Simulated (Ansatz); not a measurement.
# BGeH₃O: ionisation energy by level of theory

How much energy removes an electron from BGeH₃O at fixed geometry? The cation is run at each level and the neutral's energy taken from earlier runs.

Computed with Ansatz 0.2.0, Gaussian basis. Level: unrestricted cation, the program's frozen cores in correlated methods.

Levels to be run: UKS PBE-D4/def2-TZVPP; UKS r2SCAN-D4/def2-TZVPP; UKS PBE0-D4/def2-TZVPP; UKS B3LYP-D4/def2-TZVPP; UKS wB97X-V/def2-TZVPP; UKS wB97M-V/def2-TZVPP; UKS B2PLYP/def2-TZVPP; UHF-CCSD(T)/def2-TZVPP; UHF-MP2/def2-QZVPP; extrapolation to the limit; then −ε(HOMO) from the neutral's earlier runs with LDA (SPW92), PBE-D4, revPBE-D4, BLYP-D4, r2SCAN-D4, B97M-V, PBE0-D4, B3LYP-D4, r2SCANh-D4, r2SCAN0-D4, HSE06-D4, BHLYP-D4, CAM-B3LYP-D4, LC-ωPBE, ωB97X-V, ωB97M-V.

### 1 The geometry

The geometry comes from an earlier relaxation with PBE0-D4 in a triple-zeta def2 set; it is a stationary point.

SMILES `[BH]1[O][GeH2]1`, 6 atoms, charge 0, spin multiplicity 1.

Atoms are counted from 1 here; the program's logs count them from 0.

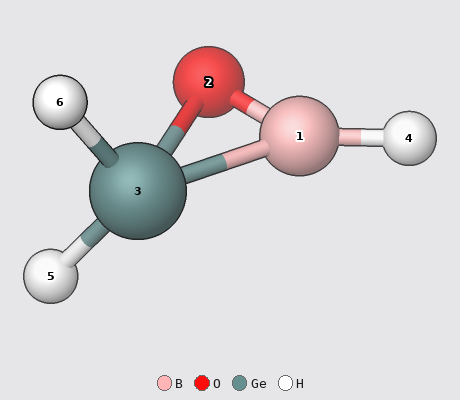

The geometry (boron pink, oxygen red, germanium teal, hydrogen white); atoms are numbered from 1 in the order of the file.

Coordinates:

```mol
BGeH3O
  3D, bonds by distance, orders not assigned

  6  6  0  0  0  0  0  0  0  0999 V2000
   -0.5183   -1.0495   -0.2735 B   0  0
    0.6131   -0.9925    0.3564 O   0  0
    0.0284    0.8702   -0.0190 Ge  0  0
   -1.2754   -1.8753   -0.6742 H   0  0
    1.2067    1.4628   -0.8103 H   0  0
   -0.0124    1.5203    1.3744 H   0  0
  1  2  8  0
  2  3  8  0
  1  4  8  0
  3  5  8  0
  3  6  8  0
  1  3  8  0
M  END
```

### 2 Cation, UKS PBE-D4/def2-TZVPP

in.yaml

```yaml
crystal:
  periodic: [false, false, false]
  atoms:
    - {symbol: B, position_ang: [-0.518277, -1.049475, -0.273493]}
    - {symbol: O, position_ang: [0.613081, -0.992536, 0.356370]}
    - {symbol: Ge, position_ang: [0.028378, 0.870209, -0.018976]}
    - {symbol: H, position_ang: [-1.275373, -1.875261, -0.674207]}
    - {symbol: H, position_ang: [1.206653, 1.462780, -0.810278]}
    - {symbol: H, position_ang: [-0.012362, 1.520284, 1.374386]}
basis:
  gaussian: {orbitals: def2-TZVPP}
total_charge: 1
magnetization: {spin_polarized: true, initial_magnetization: 1}
hamiltonian: {xc: pbe, dispersion: d4}
```

Launch:

```console
ansatz run in.yaml --threads 2 --pin off --events-out ev --progress --plain --max-ram 4352MiB
```

The runs that follow: Cation, UKS r2SCAN-D4/def2-TZVPP; Cation, UKS PBE0-D4/def2-TZVPP; Cation, UKS B3LYP-D4/def2-TZVPP; Cation, UKS wB97X-V/def2-TZVPP; Cation, UKS wB97M-V/def2-TZVPP; Cation, UKS B2PLYP (frozen core)/def2-TZVPP; Cation, UHF-CCSD(T)/def2-TZVPP; Cation, UHF-MP2/def2-QZVPP.

**Question.** What will the summary of the whole plan be? Wanted: ionisation energy, CCSD(T)/CBS; nearest functional by difference; nearest −ε(HOMO); −ε(HOMO) of PBE; T1 of the cation.

The runs gave:

```
                        quantity                value
  ionisation energy, CCSD(T)/CBS              9.51 eV
nearest functional by difference  B3LYP-D4 (-0.13 eV)
                nearest −ε(HOMO)   LC-ωPBE (+0.02 eV)
                 −ε(HOMO) of PBE              5.98 eV
                T1 of the cation                0.024
```

**Reading.** Energy differences with functionals land within 0.26 eV of the reference. The PBE orbital energy is 3.5 eV too small: a semilocal HOMO is no ionisation energy. Among orbital estimates LC-ωPBE comes nearest. Hartree-Fock falls 1.23 eV short, as the neutral has more correlation energy than the cation. Correlated methods include outer-core shells of Ge, which these sets cover unevenly. With outer-core shells in play the reference is unsure by up to some tenths of an eV, so close misses can't be ranked.
